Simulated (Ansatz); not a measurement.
In doubt: masses and optical values from hybrid runs of this build are listed as unsure (in some of the runs), which bears on the screening that GW takes from such a start.

System: SiO2 (Stishovite).

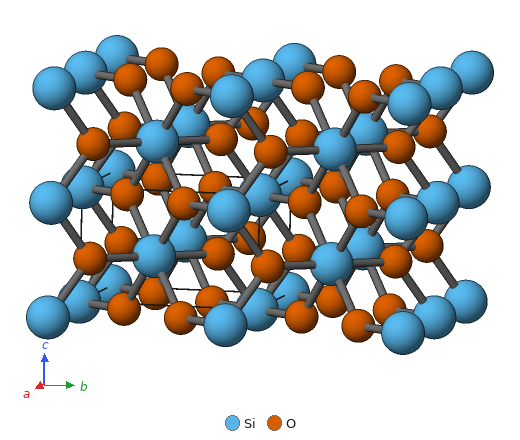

The structure (silicon blue, oxygen orange). 2×2×2 cells are drawn. Some periodic images of atoms are drawn too.

```xyz
6
Lattice="4.1773 0.0000 0.0000 0.0000 4.1773 0.0000 0.0000 0.0000 2.6652" Properties=species:S:1:pos:R:3 pbc="T T T"
Si    0.0000    0.0000    0.0000
Si    2.0886    2.0886    1.3326
O     1.2778    1.2778    0.0000
O     0.8108    3.3665    1.3326
O     2.8995    2.8995    0.0000
O     3.3665    0.8108    1.3326
```

The cell and positions come from the Crystallography Open Database and are kept as given unless a step says otherwise.

Gaps computed with Ansatz 0.2.0 without a self-energy: HSE06 7.75 eV.

**Question.** What gap should G0W0 on HSE06 give (6×6×8 mesh, 276 empty bands, screening to 190 eV, hard PAW files)?

About 9.42 eV: on its mesh the run moves the gap from 7.73 eV by +1.69 eV. Bands and cutoff are finite, so the gap is not at the basis limit. The miss can reach some tenths of an eV and take either sign; the mesh is an error of its own.

[Paths, hosts, dates, memory and timing lines, banners, echoed tables and standing remarks are left out of the program output.]

[Logs are printed without paths, hosts, clocks, repeated set-up lines and the standing remarks that a program may print on its own settings, such as how far it seeks lower states.]

[Runs of the session that timed out or met a known fault of the program may be left out.]

[Cells called generated may have been cut or substituted from an entry of the Crystallography Open Database or the Materials Project.]

[Hosts, paths, dates, database ids (printed as entryN), source tags and the programs' standing remarks are cut or masked in the printed files.]
